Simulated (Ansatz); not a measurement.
WS2 (2H-MoS2 type, space group P6_3/mmc)

Space group P6₃/mmc (No. 194); a = b = 3.154 Å, c = 12.141 Å, α = β = 90.00°, γ = 120.00°

```json
[
 {"atom": "W", "site": "2c", "symmetry": "-6m2", "x": "0.3333", "y": "0.6667", "z": "0.2500"},
 {"atom": "S", "site": "4f", "symmetry": "3m.", "x": "0.6667", "y": "0.3333", "z": "0.1203"}
]
```

The volume is varied about the relaxed value V₀ at fixed cell shape. The atoms relax within the cell's symmetry.

Calculation: PBE-D3(BJ) (plane waves to 420 eV, PAW, scalar-relativistic; Ansatz, a first-principles code). k mesh 12×12×3 (Γ-centred), Fermi-Dirac smearing 0.05 eV. E stands for the smeared free energy. With the shape held, the modulus is that of even scaling; a crystal free to change shape is softer. Spin-orbit coupling is left out, though W is heavy. The PAW data are Ansatz's earlier set. WS2 is run without spin polarisation. WS2 was relaxed with its symmetry unable to fall. The zero of ΔE is the relaxed starting cell.

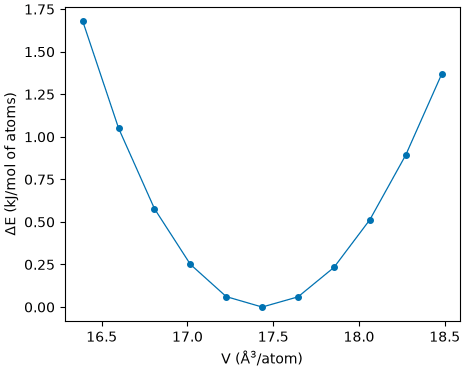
Figure: ΔE (kJ/mol of atoms) against V (Å³/atom); computed points joined by lines.

The pressure for 5 % compression (fit) is 4.6 GPa, the bulk modulus at fixed cell shape B₀ (third-order Birch-Murnaghan fit) is 79.9 GPa and the pressure at the smallest volume is 5.68 GPa. The energy cost of the largest compression comes out as 17.4 meV/atom and the equilibrium volume of the fit is 17.43 Å³/atom.

P = (3B₀/2)(x⁷ − x⁵)[1 + ¾(B₀′ − 4)(x² − 1)] with x = (1/0.95)^(1/3), B₀ = 79.9 GPa and B₀′ = 4.23.

(A scan under strain: stresses follow from slopes of the energy per volume, elastic moduli from its curvatures.)
